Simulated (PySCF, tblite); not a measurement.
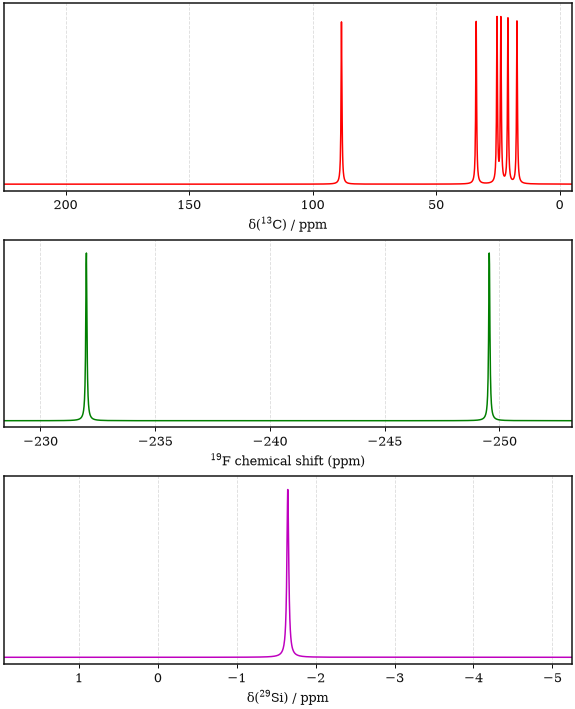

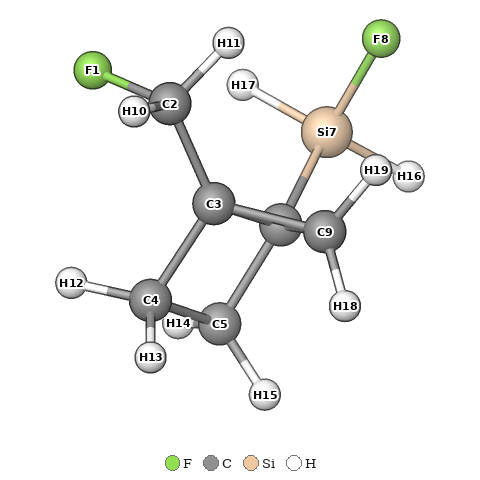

Spectrum and numbered structure of C₆H₁₀F₂Si, SMILES FC[C@@]12CC[C@]1([SiH2]F)C2. GIAO shifts, PBE0/pcSseg-1 with PySCF, at a GFN2-xTB geometry (a minimum by its frequencies), against TMS for ¹³C, CFCl₃ for ¹⁹F and TMS for ²⁹Si computed at the same level (¹⁹F: this reference is a hard case for the method, so all values can be off together by tens of ppm, and differences between signals are safer). Gas phase, fully decoupled, line heights follow the number of nuclei, widths are arbitrary (no quadrupolar broadening); values of one conformer, averaged over methyl-type rotors and exact or near symmetry; other conformers aren't averaged in.

### Assign the ¹³C signals to the numbered atoms.

```tsv
δ (ppm)	nuclei	atoms
88.3	1	C2
33.8	1	C3
25.3	1	C9
23.7	1	C4
20.9	1	C5
17.2	1	C6
```

The order of signals that lie close, as those under 2 ppm apart, is within the error of the method.

### Which atoms give which ¹⁹F line?

```csv
δ (ppm),nuclei,atoms
−232.0,1,F8
−249.6,1,F1
```

### Where does the ²⁹Si line lie?

At −1.6 ppm (Si7).

Known limits of this run: the tight-binding geometry is rougher than a DFT one and adds to the error.
